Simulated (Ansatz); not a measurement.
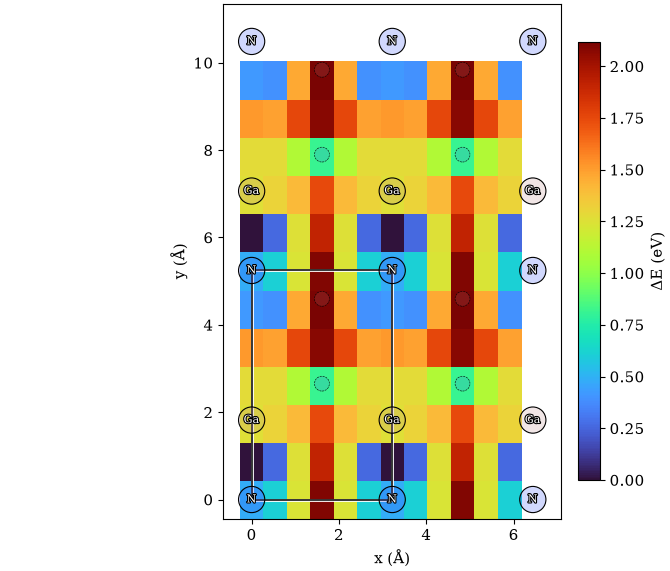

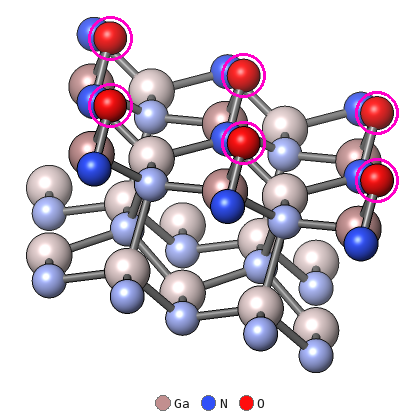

Energy landscape of O on a GaN(100) slab cut from the P6_3mc phase, its upper half relaxed before the scan (8 atoms of substrate and one adsorbate in a 1 × 1 cell). O is moved over the surface cell; relaxed at each place: the height of the adsorbate's atoms; substrate rigid; the origin of the map has the adsorbate above N8. Places are given modulo a cell vector. The map is drawn in real space over the plane of the surface. The scan uses a 6 × 6 grid; 24 points were computed and 12 follow by symmetry. Energies: eV, counted from the lowest grid point. Energies and slopes of some neighbouring points disagree (a jump in structure or state, or too coarse a mesh). The magnetic moment jumps between some neighbouring points. With one adsorbate in each 1 × 1 cell, its nearest image is 3.2 Å away, so neighbouring adsorbates interact. Level of theory: DFT PBE, scalar-relativistic, plane waves, PAW in Ansatz. Settings: cutoff 420 eV, k-mesh 8×5×1, gaussian smearing 0.05 eV, spin-polarised.

In the figure: one coloured cell a grid point, labelled circles for the atoms of the top layer and small ones for the second layer, the outline of one cell of the 2 × 2 shown. The second picture is the structure at the lowest point; rings mark the moved atoms.

Describe this landscape.

Answer. The lowest grid point is at (0/6, 1/6) of the cell vectors [nearest 1 N at 1.58 Å]. The highest grid point, (3/6, 5/6) of the cell vectors [nearest 1 Ga at 2.42 Å and 2 N at 2.46 Å], lies 2.11 eV above the lowest. At the lowest point the adsorbate has 1 N at 1.58 Å as nearest neighbours, at the highest 1 Ga at 2.42 Å and 2 N at 2.46 Å. Its relaxed height above the top atom is 1.32 Å at the lowest and 1.64 Å at the highest point.

Grid values (eV):

```
second ↓, first →   0/6   1/6   2/6   3/6   4/6   5/6
              5/6  0.42  0.40  1.47  2.11  1.47  0.40
              4/6  1.52  1.49  1.76  2.08  1.76  1.49
              3/6  1.28  1.28  1.10  0.82  1.10  1.28
              2/6  1.26  1.31  1.41  1.74  1.41  1.31
              1/6  0.00  0.26  1.26  1.91  1.26  0.26
              0/6  0.48  0.61  1.24  2.09  1.24  0.61
```

The whole map (24 points run) took 84 min on 4 threads of Arm Neoverse N1, on a shared host.

PAW datasets: the set soft_1.
